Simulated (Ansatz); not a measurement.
**AlH$_{4}$N$_{2}$···HCl (doublet): density, localisation and related maps**

```xyz
9

Al    0.1680   -0.9610   -0.8022
Cl   -0.6142   -0.0197    3.1563
N     1.6556   -0.0938   -1.2203
H     2.5049   -0.5296   -1.5243
H     1.7929    0.8973   -1.1475
N    -1.2100    0.0162   -0.1686
H    -2.1443   -0.3475   -0.1162
H    -1.2544    1.0158   -0.2672
H    -0.8985    0.0222    1.8999
```

Computed with UHF/def2-SVP in Ansatz 0.2.0.

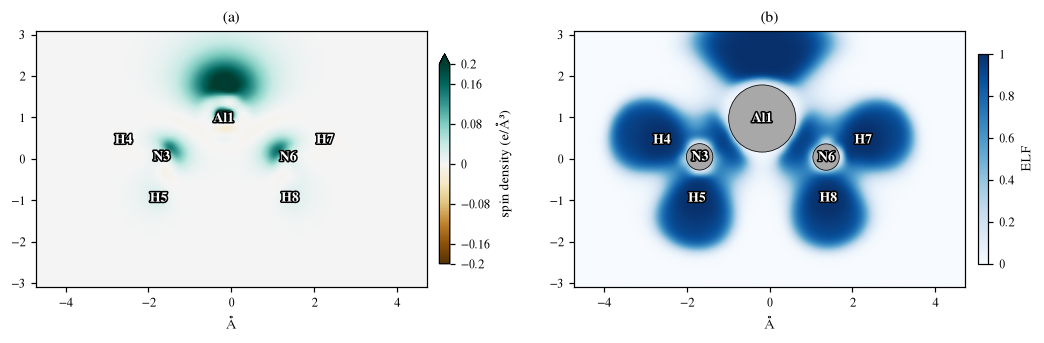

Figure 1. (a) spin density; (b) ELF on the plane of atoms Al1, N3 and H4. Grey discs cover the atomic cores in the ELF map.

Read the bonding off the picture.

Answer. Atoms in the plane: Al, N and H.
Al–N (1.77 Å): the ELF peaks at about 0.90 in the valence shell of N, 0.7 Å from its nucleus, and is about 0.60 at the midpoint.
N–H (1.00 Å): the ELF climbs to about 1 towards the hydrogen, as it does in any bond to H (an ordinary covalent bond to hydrogen).
The ELF also peaks beside Al1, away from the bonds: non-bonding electrons, paired or unpaired.
The unpaired spin (1 electron) lies mostly on Al1 (about 0.9), in electrons by Hirshfeld's partition.

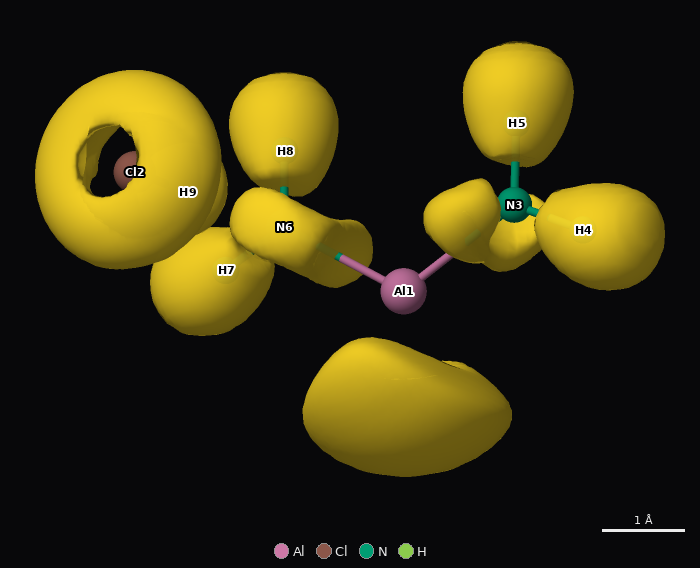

Figure 2. Isosurface of the ELF at 0.85 (yellow), seen from one side. Only the valence region is drawn (cores and ρ < 0.01 e/Å³ removed).

Where are the electrons localised?

Answer. The surface consists of five regions around hydrogen nuclei, two lobes of the valence shell of N pointing towards Al, one ring or bowl of non-bonding electrons around Cl and one lobe on Al, pointing away from the bonds (non-bonding electrons). Profiles from the grid: N6···H9 (2.09 Å): the ELF dips to about 0.10 between them.

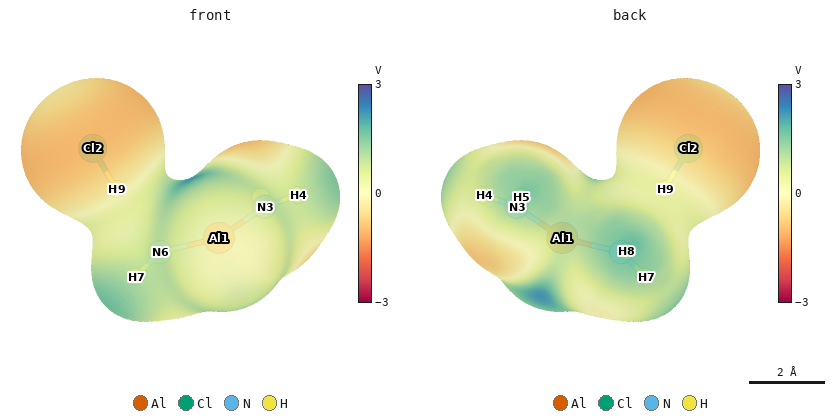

Figure 3. The molecular electrostatic potential painted on the density surface at 0.002 e/bohr³, seen from the front and from behind; red is negative and blue positive.

Where is the surface potential most negative and most positive?

Answer. The most negative region (about −1.0 V, or −23 kcal/mol for a unit charge) lies over Cl2, the most positive (about +2.2 V, or +51 kcal/mol for a unit charge) over Al1.
